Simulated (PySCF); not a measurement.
## A study: C2H6ClIn, SMILES `C[In](C)Cl`

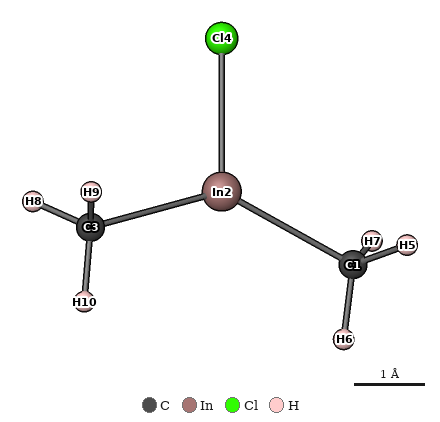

The molecule, with its atoms numbered as below. No frequency check shows the geometry to be a minimum.

Coordinates in Å:

```
C1       1.1128    2.0825   -0.0005
In2      0.2848   -0.0003   -0.0004
C3       1.1057   -2.0861   -0.0000
Cl4     -2.0357    0.0031    0.0002
H5       1.0631    2.4731    1.0143
H6       2.1407    2.0937   -0.3525
H7       0.4813    2.6842   -0.6512
H8       0.5666   -2.6498   -0.7590
H9       0.9172   -2.5265    0.9774
H10      2.1712   -2.0895   -0.2117
```

### 1. Bonding charge

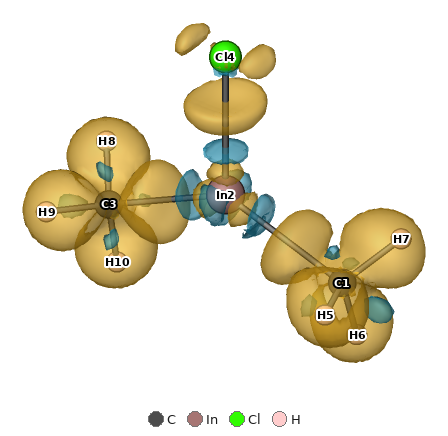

Deformation density (molecule less spherical, spin-averaged free atoms at the same positions), surfaces at ±0.06 e/Å³; yellow: gain, teal: loss.

PySCF calculation, PBE/def2-TZVP, gas phase; geometry: GFN2-xTB. Core potentials replace the inner electrons of In; spin–orbit coupling isn't included.

Question: How much density has each bond gained at its critical point, relative to the free atoms?

Answer: C3–H10: +0.67 e/Å³ at the bond critical point (bond length 1.09 Å, Mayer order 1.0). C1–H6: +0.66 e/Å³ at the bond critical point (bond length 1.09 Å, Mayer order 1.0). C1–H7: +0.66 e/Å³ at the bond critical point (bond length 1.09 Å, Mayer order 1.0). C3–H8: +0.66 e/Å³ at the bond critical point (bond length 1.09 Å, Mayer order 1.0). C3–H9: +0.65 e/Å³ at the bond critical point (bond length 1.09 Å, Mayer order 1.0). C1–H5: +0.65 e/Å³ at the bond critical point (bond length 1.09 Å, Mayer order 1.0). C1–In2: +0.13 e/Å³ at the bond critical point (bond length 2.24 Å, Mayer order 0.9). In2–C3: +0.13 e/Å³ at the bond critical point (bond length 2.24 Å, Mayer order 0.9). In2–Cl4: +0.05 e/Å³ at the bond critical point (bond length 2.32 Å, Mayer order 1.0). In all, 2.0 electrons gather in the regions of gain relative to the promolecule. A small or negative value marks a very polar bond, one between electron-rich atoms, whose free-atom densities already overlap strongly, a long bond to a heavier atom, or a closed-shell contact such as a hydrogen bond.

Question: Where do the Hirshfeld charges lie?

Answer: The highest Hirshfeld charge is on In2 (+0.52 e), the lowest on Cl4 (−0.28 e).

```json
{"atom": "C1", "charge (e)": "−0.21"}
{"atom": "In2", "charge (e)": "+0.52"}
{"atom": "C3", "charge (e)": "−0.22"}
{"atom": "Cl4", "charge (e)": "−0.28"}
{"atom": "H5", "charge (e)": "+0.03"}
{"atom": "H6", "charge (e)": "+0.03"}
{"atom": "H7", "charge (e)": "+0.03"}
{"atom": "H8", "charge (e)": "+0.03"}
{"atom": "H9", "charge (e)": "+0.03"}
{"atom": "H10", "charge (e)": "+0.03"}
```

### 2. Electrostatic potential

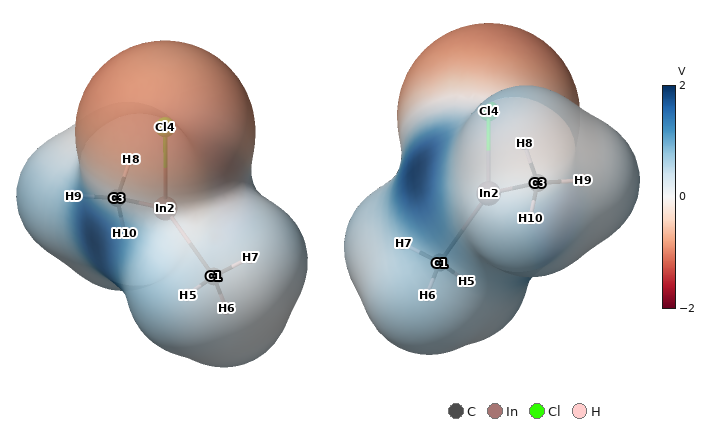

Electrostatic potential on the surface of electron density 0.001 a.u. (back view left, front view right).

Question: Where are the extremes of the potential on the surface?

Answer: Highest: 1.95 V, over In2, off the plane of its three bonds (2.1 Å). Further maxima include 0.71 V, 1.4 Å from H6; 0.53 V, 1.3 Å from H7. Lowest: −0.94 V, 2.1 Å from Cl4, and at like points elsewhere. Further minima include −0.09 V, near H7 (1.87 Å), H5 (1.91 Å), C1 (2.01 Å) and H6 (2.07 Å), and at like points elsewhere. The surface is sampled at points, so like sites can differ by a few per cent and only the strongest of them is named.

Question: What volume does the surface enclose, and what is the dipole moment?

Answer: About 135 Å³; the dipole moment is 3.1 D.

### 3. In an electric field

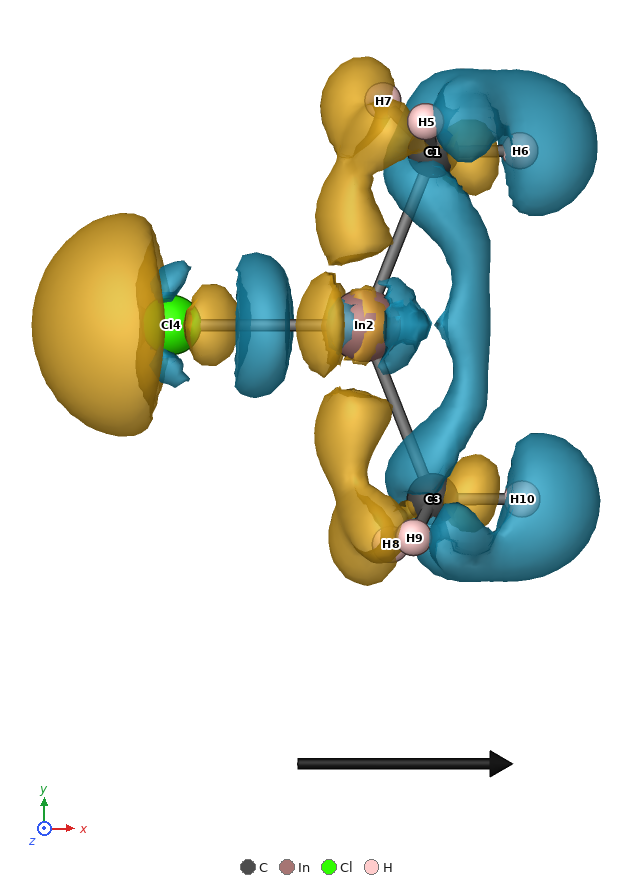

Change of the electron density in a uniform field of 0.21 V/Å along +x (arrow), surfaces at ±0.0015 e/Å³ (yellow: gain, teal: loss).

Computed with PySCF, PBE/def2-TZVP, geometry: GFN2-xTB. Core potentials replace the inner electrons of In; spin–orbit coupling isn't included. A basis without diffuse functions makes polarisabilities too small.

Question: What dipole is induced, and what polarisability does it imply?

Answer: The induced dipole is 0.85 D (along the field); α along this axis, from the fields in both directions, is 84 bohr³ (12.5 Å³).

Question: Which atoms gain and lose the most charge?

Answer: Electrons gather most on Cl4 (Hirshfeld charge changes by −0.027 e) and leave H10 most (+0.009 e); 0.064 electrons are displaced in all.

### 4. Removing or adding an electron

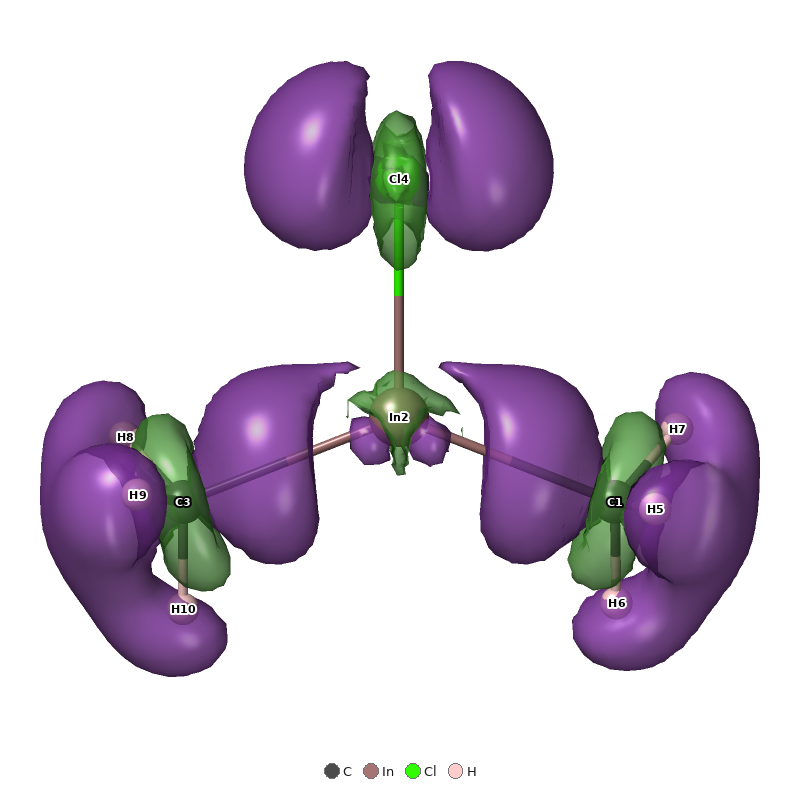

Fukui function f⁻ = ρ(N) − ρ(N−1) at fixed geometry, surfaces at ±0.015 e/Å³ (purple positive, green negative).

Question: Which atoms respond most to the removal of an electron?

Answer: f⁻ (Hirshfeld-condensed) is largest on Cl4 (0.26) and In2 (0.18); the vertical ionisation energy is 8.97 eV (the stability of the cation's solution wasn't checked). Condensed values hint at sites of electrophilic attack but needn't mark the atom that reacts. Orbital relaxation makes it negative in places (0.15 e in all).

The PySCF runs shown took 38 s, 85 s and 110 s on 1 thread of Arm Neoverse V1 (shared host).
